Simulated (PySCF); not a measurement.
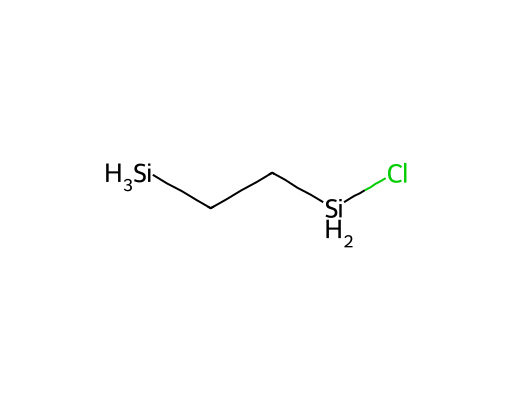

The drawing above gives the connectivity. The computed structure is the end point of a PBE0-D3(BJ)/def2-SVP optimisation. No frequency run is at hand to confirm it as a minimum.

What does the molecule look like in three dimensions?

It has 14 atoms: 2 carbon, 9 hydrogen, 1 chlorine and 2 silicon (C2H9ClSi2). Its SMILES string is `[SiH3]CC[SiH2]Cl`. It has no ring. Among its groups: Si–H bond. This geometry has C1 symmetry. Coordination: 2 Si tetrahedral; 2 C tetrahedral.

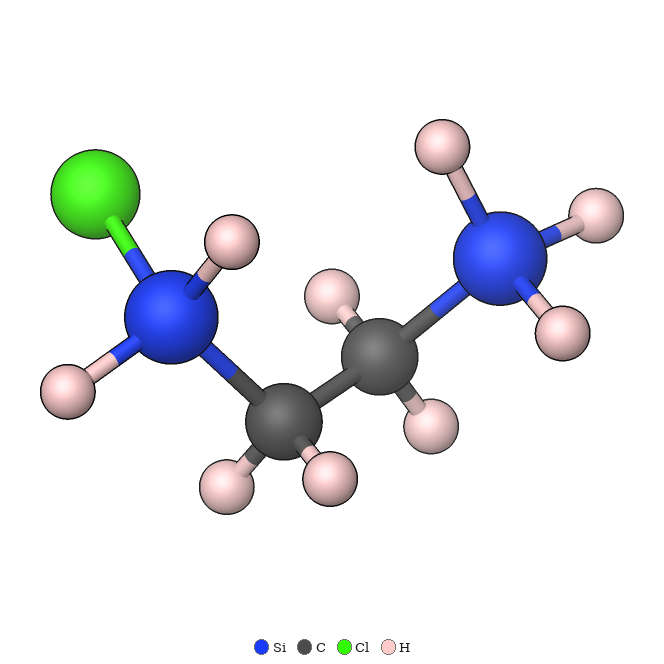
